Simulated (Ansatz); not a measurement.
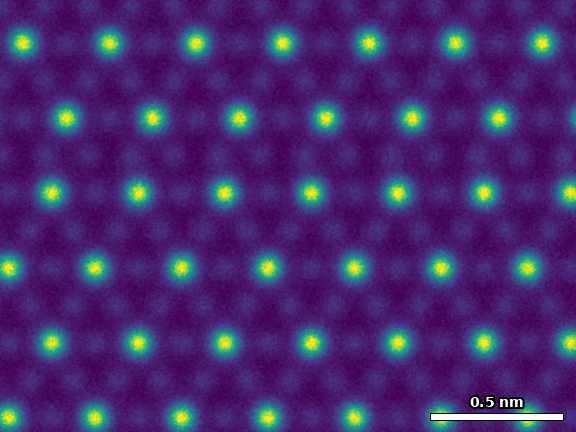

iDPC-like image of HfZnO$_{3}$ (Pm-3m, No. 221) along [111]. Simulated as the projected potential of neutral atoms (B = 0.5 Å²) blurred by a 0.59 Å probe, the thin-sample limit of integrated differential phase contrast. Shot noise was added.

One planar defect was built into the perfect crystal by geometry alone, without relaxation. Host structure: the geometry relaxed with DFT PBEsol, scalar-relativistic, plane waves, PAW (Ansatz); the starting structure was generated, so it need not be a known form of this composition.

Q: Where does the periodic pattern break, and how?

A planar fault (a stacking fault or antiphase boundary) runs horizontally about 7 Å below the top edge. The part above it is shifted along the boundary by 2/3 of the 3.30 Å repeat of the rows (2.2 Å to the right, the same as 1.1 Å to the left); both parts keep the same orientation.
